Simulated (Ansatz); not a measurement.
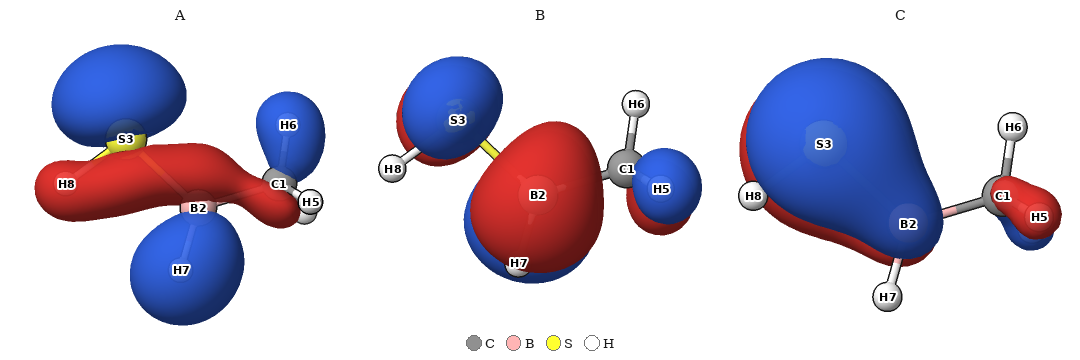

The picture shows: CH$_{5}$BS. Three frontier orbitals at ±0.1 Å⁻³ᐟ² (blue and red are the two phases), in no order.

Method: Ansatz 0.2.0, RKS PBE/6-31G.

```yaml
atoms:
  - { symbol: C, position_ang: [-0.6354, 0.8683, -0.2726] }
  - { symbol: B, position_ang: [0.3390, -0.3503, -0.1714] }
  - { symbol: S, position_ang: [0.5803, -1.1905, 1.4442] }
  - { symbol: H, position_ang: [-1.4145, 0.6594, -1.0328] }
  - { symbol: H, position_ang: [-0.0849, 1.7526, -0.6515] }
  - { symbol: H, position_ang: [-1.1353, 1.1483, 0.6695] }
  - { symbol: H, position_ang: [0.9519, -0.7744, -1.1154] }
  - { symbol: H, position_ang: [1.4912, -2.1703, 1.0743] }
```

> Which picture is the HOMO−1, the HOMO and the LUMO?

A is the HOMO−1 (−7.30 eV). It lies mainly on S3 (about 50 %), B2 (about 20 %) and H7 (about 20 %). C is the HOMO (−6.76 eV). Its weight (Hirshfeld) is mainly on S3 (about 80 %) and B2 (about 15 %); largely a lone pair of S3. B is the LUMO (−1.57 eV). It lies mainly on B2 (about 55 %), S3 (about 20 %), C1 (about 10 %) and H7 (about 5 %).

> What is the HOMO–LUMO gap?

5.19 eV between the orbital energies.
